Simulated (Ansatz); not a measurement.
BSiNH$_{6}$Cl$_{2}$: several calculations on one system

Part 1: Relaxation

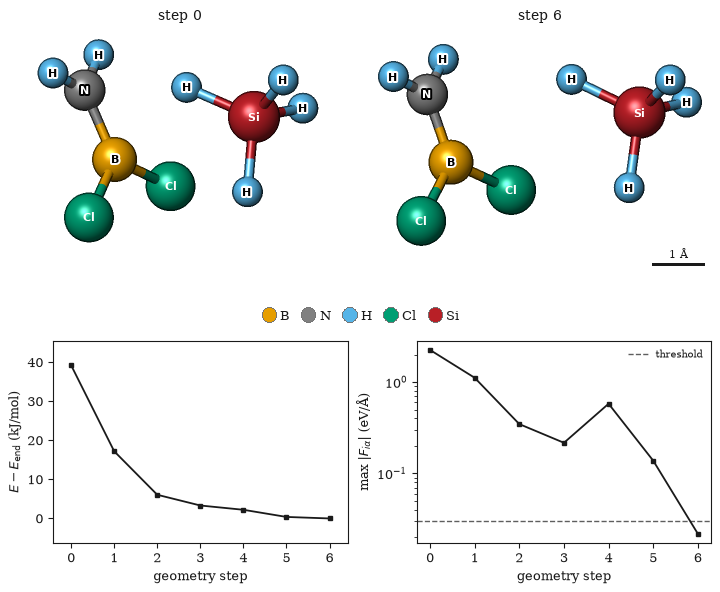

First and last geometry of a relaxation of BSiNH$_{6}$Cl$_{2}$, with the history of the run. Style: ball-and-stick. Shown at a tilt.

The run prepares an end point of a later path (reaction) calculation, from a guessed geometry.

These are results of RKS PBE/6-31G* in Ansatz, not measurements. Settings: no spin polarisation; force threshold 0.03 eV/Å; at most 50 steps.

What do the curves and the structures tell?

Answer. It converged. A Cl atom moves most after the best rigid fit: 0.59 Å. Largest moves by element: Cl 0.59 Å, H 0.58 Å, Si 0.55 Å, B 0.50 Å, N 0.38 Å. Among the contacts that change: B–N 1.471 → 1.397 Å, H–Si 1.473 → 1.499 Å, H–Si 1.505 → 1.499 Å, B–Cl 1.775 → 1.780 Å. Over 6 geometry steps the energy falls by 39.2 kJ/mol. Largest force component: 2.3 eV/Å at the start, 0.022 eV/Å at the end.

Limits of the set-up: the start holds two separate molecules, 2.3 Å apart at their closest, whose relative position is a soft coordinate and is computed without a dispersion correction.

Part 2: Relaxation

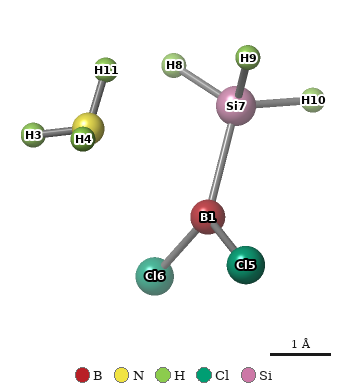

Starting structure of BSiNH6Cl2. Style: ball-and-stick. Shown at a tilt.

The run prepares an end point of a later path (reaction) calculation, from a guessed geometry.

Method: RKS PBE/6-31G* (Ansatz 0.2.0).

Input file:
```yaml
crystal:
  periodic: [false, false, false]
  atoms:
    - { symbol: B, position_ang: [0.015379, 0.57263, -0.433874] }
    - { symbol: "N", position_ang: [-0.321754, -0.042132, 2.21179] }
    - { symbol: H, position_ang: [-1.101985, -0.66975, 2.430404] }
    - { symbol: H, position_ang: [0.531435, -0.432677, 2.624588] }
    - { symbol: Cl, position_ang: [1.733645, 0.163226, -0.639924] }
    - { symbol: Cl, position_ang: [-1.180244, -0.491844, -1.207036] }
    - { symbol: Si, position_ang: [-0.526122, 2.272913, 0.406898] }
    - { symbol: H, position_ang: [-1.888666, 2.184715, 1.036577] }
    - { symbol: H, position_ang: [0.449625, 2.710438, 1.464119] }
    - { symbol: H, position_ang: [-0.594678, 3.399955, -0.593472] }
    - { symbol: H, position_ang: [-0.510436, 0.869026, 2.676828] }
basis:
  gaussian: { orbitals: "6-31G*" }
hamiltonian:
  xc: pbe
relax:
  f_tol: 0.03
  max_steps: 50
```

Command:
```bash
ansatz run input.yaml --threads 2 --pin off --max-ram 3072MiB --backend cpu --events-out ev --progress --plain --runs-dir out
```

Q: What does the optimiser find from here?

A: The atom that moves furthest after the best rigid fit is H4 (1.13 Å). Largest moves by element: H 1.13 Å, B 0.82 Å, Cl 0.66 Å, N 0.39 Å, Si 0.24 Å. Some distances before and after: B1–N2 2.737 → 1.642 Å, B1–Cl5 1.778 → 1.861 Å, B1–Si7 1.973 → 2.047 Å, Si7–H10 1.509 → 1.499 Å. New bonds form, among them: B1–N2 (2.74 → 1.64 Å). Among the angles between lasting bonds that change: Cl5–B1–Si7 120.9° → 112.6°, Cl5–B1–Cl6 117.5° → 113.7°, H8–Si7–H9 108.1° → 105.8°. After 12 accepted moves (13 points after the start) the energy has fallen by 95.5 kJ/mol. The largest force component goes from 0.71 to 0.0058 eV/Å. The line search rejected the trial step at point 10 of the run. The forces were under the threshold at step 11, but the run went on from there.

The structure at the end:

```xyz
11

B    -0.0494    0.5064    0.3842
N    -0.1720   -0.1699    1.8756
H    -1.1489   -0.1708    2.2047
H     0.1527   -1.1504    1.8369
Cl    1.7624    0.3429   -0.0104
Cl   -1.1429   -0.5738   -0.6652
Si   -0.6726    2.4554    0.4303
H    -2.1071    2.5829    0.8853
H     0.1397    3.2866    1.3949
H    -0.5668    3.0955   -0.9211
H     0.4113    0.3317    2.5617
```

After the run, drawn alike:

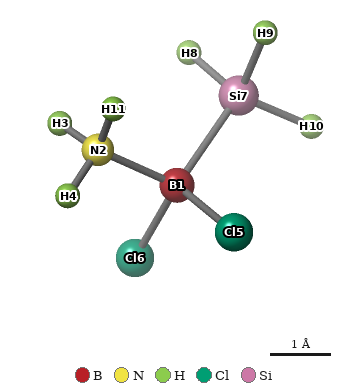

Limits of the set-up: the start holds two separate molecules, 2.4 Å apart at their closest, whose relative position is a soft coordinate and is computed without a dispersion correction.

Part 3: Path

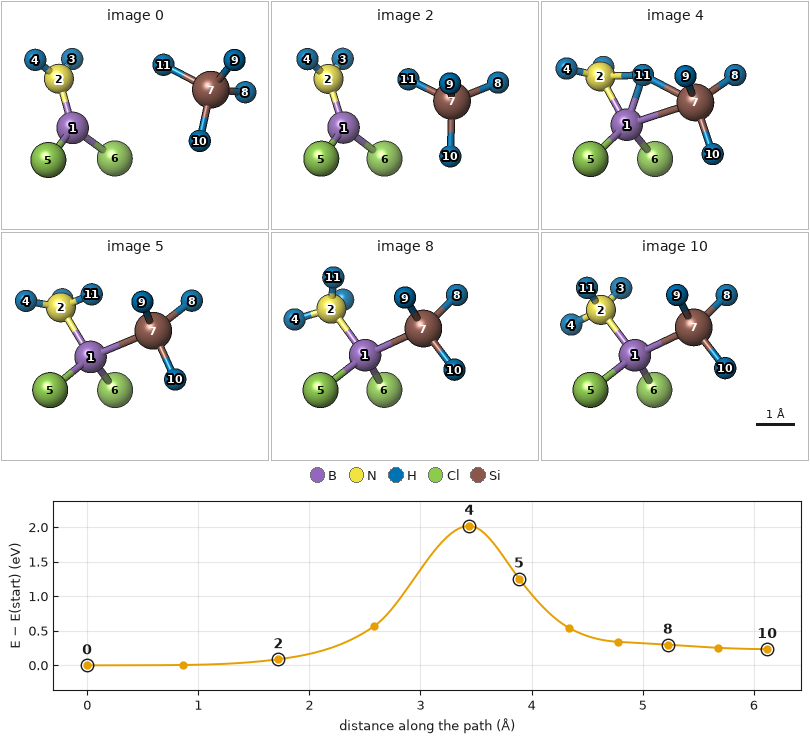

A nudged-elastic-band calculation for BSiNH6Cl2, made up at the start of BNH2Cl2 and SiH$_{4}$. Images are numbered from 0 (start) to 10 (end). The picture is a ball-and-stick view, seen at a tilt.

All numbers below come from Ansatz, RKS PBE/6-31G*. Run with 9 movable images; climbing image; force threshold 0.05 eV/Å; iteration limit 60; starting path through a guess of the saddle point.

**Read off the barrier and say what moves.**

Breaking: Si7–H11 (1.50 → 1.84 at the top → 3.20 Å). Forming: B1–Si7 (4.21 → 2.30 at the top → 2.05 Å), N2–H11 (3.21 → 1.39 at the top → 1.03 Å). The highest point, image 4, lies 2.02 eV above the start and 1.79 eV above the end; the end is at +0.24 eV relative to the start. The band converged in 34 iterations. The largest component of the band force went from 21 to 0.048 eV/Å. The climbing image converged on the top of the path. Its vibrational analysis gives one imaginary mode (1257i cm⁻¹), as a transition state must have.

Limits of the set-up: the start holds two separate molecules, 3.2 Å apart at their closest, whose relative position is a soft coordinate and is computed without a dispersion correction.

The run took 5.6 min on 2 threads of Intel(R) Xeon(R) 6975P-C (Granite Rapids) (shared host), peak memory 0.16 GiB.
